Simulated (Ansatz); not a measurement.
## Electronic structure of C$_{2}$H$_{7}$GeN (SMILES [CH3][GeH]1[CH2][NH]1) in real space

Input

```
crystal:
  periodic: [false, false, false]
  atoms:
    - {symbol: C, position_ang: [-1.103179, 1.461435, -0.185597]}
    - {symbol: Ge, position_ang: [-0.123520, -0.159755, -0.589114]}
    - {symbol: C, position_ang: [1.413707, -0.745699, 0.393881]}
    - {symbol: N, position_ang: [0.125958, -1.273448, 0.902598]}
    - {symbol: H, position_ang: [-0.823397, 2.266875, -0.864905]}
    - {symbol: H, position_ang: [-2.176187, 1.284570, -0.267147]}
    - {symbol: H, position_ang: [-0.868264, 1.754531, 0.837537]}
    - {symbol: H, position_ang: [-0.424230, -0.872599, -1.909951]}
    - {symbol: H, position_ang: [1.917040, -0.069327, 1.080108]}
    - {symbol: H, position_ang: [2.095964, -1.438077, -0.095887]}
    - {symbol: H, position_ang: [0.031406, -2.265405, 0.719077]}
basis:
  gaussian: {orbitals: def2-TZVPP}
hamiltonian: {xc: pbe0, dispersion: d4}
output: {orbitals: {seedname: orbitals}}
```

Command:

```sh
ansatz run in.yaml --threads 4 --pin off --events-out ev --progress --plain --max-ram 10444MiB
```

Geometry: PBE0-D4/def2-TZVP.

All numbers below come from RKS PBE0-D4/def2-TZVPP (Ansatz).

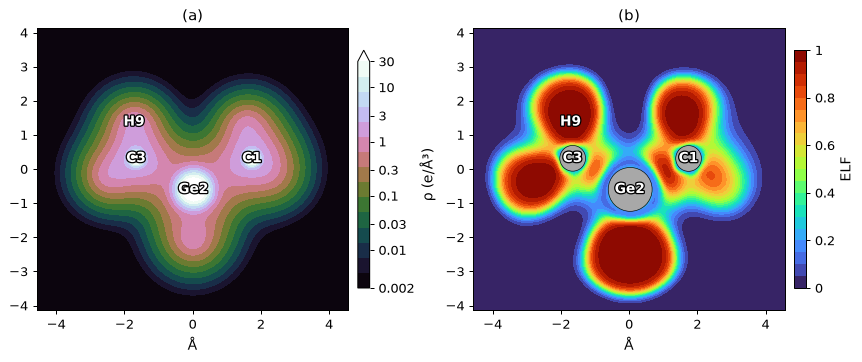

Figure 1. (a) electron density; (b) electron localisation function on the plane of atoms C1, Ge2 and C3. Grey discs cover the atomic cores in the ELF map.

**Describe what can be read from this map.**

The section cuts through C, Ge and H sites. C–Ge (1.92 Å): ρ at the midpoint is about 0.84 e/Å³; the ELF peaks at about 0.80 in the valence shell of C, 0.7 Å from its nucleus, and is about 0.50 at the midpoint. C–H (1.09 Å): ρ at the midpoint is about 2 e/Å³; the ELF climbs to about 1 towards the hydrogen, as it does in any bond to H: an ordinary covalent bond to hydrogen.

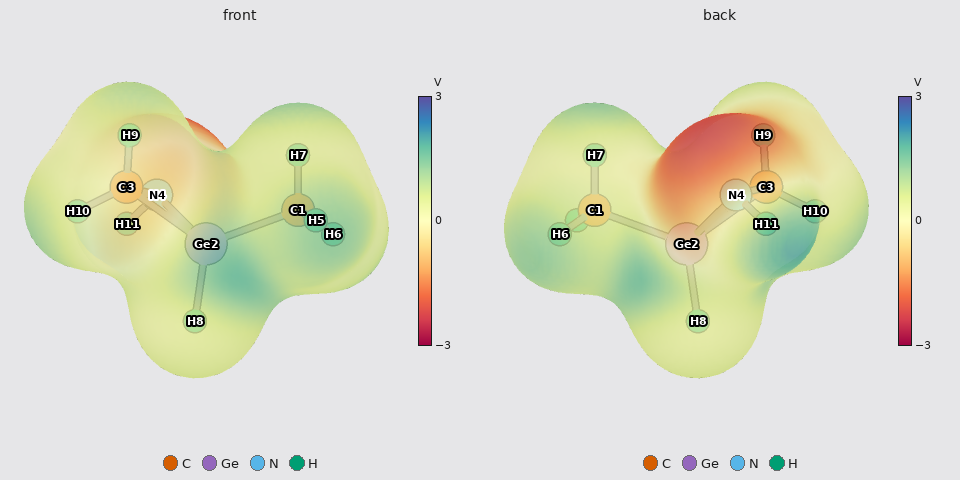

Figure 2. The molecular electrostatic potential painted on the density surface at 0.004 e/bohr³, seen from the front and from behind; red is negative and blue positive.

**Describe the electrostatic potential map.**

The most negative region (about −2.2 V) lies over N4, the most positive (about +1.9 V) over H11. N4 is the likeliest acceptor of a hydrogen bond.

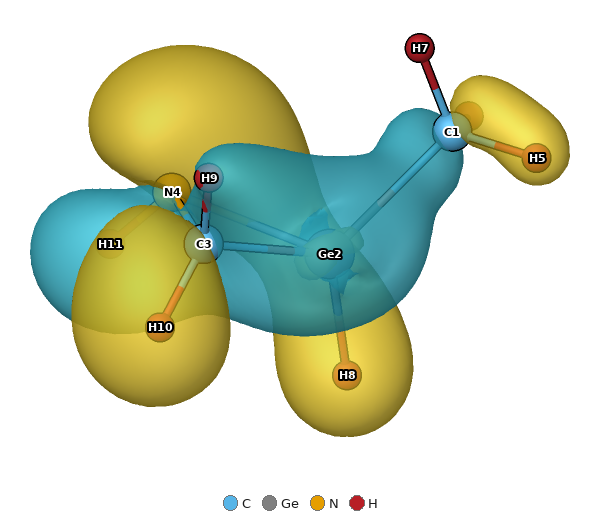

Figure 3. The HOMO−1 at ±0.08 Å⁻³ᐟ² (yellow and cyan are the two phases), seen at an oblique angle.

**Describe this orbital and give its energy.**

It lies mainly on N4 (about 45 %), C3 (about 15 %), Ge2 (about 15 %), H10 (about 5 %) and H11 (about 5 %). Its energy is −7.99 eV.
